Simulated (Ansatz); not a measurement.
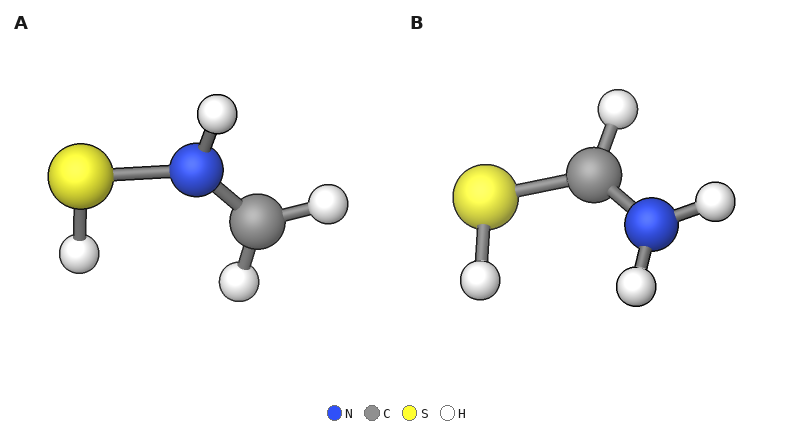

2 stationary structures of one formula. State: charge +1, singlet. Geometries: PBE0-D4/def2-TZVP. Electronic energies: RHF-CCSD(T) (frozen core)/def2-TZVPP (Ansatz 0.2.0), without zero-point energy. No frequency run is at hand to confirm each as a minimum. Each is one conformer, not always the lowest.

Question: Which is lowest in energy, and by how much?

Answer: B is lowest (Cs); A lies 1.168 eV above it (Cs).

Give E(B) − E(A) in eV at these levels too: B3LYP-D4/def2-TZVPP; ωB97M-V/def2-TZVPP; PBE-D4/def2-TZVPP; PBE0-D4/def2-TZVP; r2SCAN-D4/def2-TZVPP; RHF-CCSD(T) (frozen core)/def2-TZVPP; PBE0-D4/def2-TZVPP.

```csv
level,E(B) − E(A) (eV)
B3LYP-D4/def2-TZVPP,−1.209
ωB97M-V/def2-TZVPP,−1.241
PBE-D4/def2-TZVPP,−1.239
PBE0-D4/def2-TZVP,−1.279
r2SCAN-D4/def2-TZVPP,−1.302
RHF-CCSD(T) (frozen core)/def2-TZVPP,−1.168
PBE0-D4/def2-TZVPP,−1.288
```
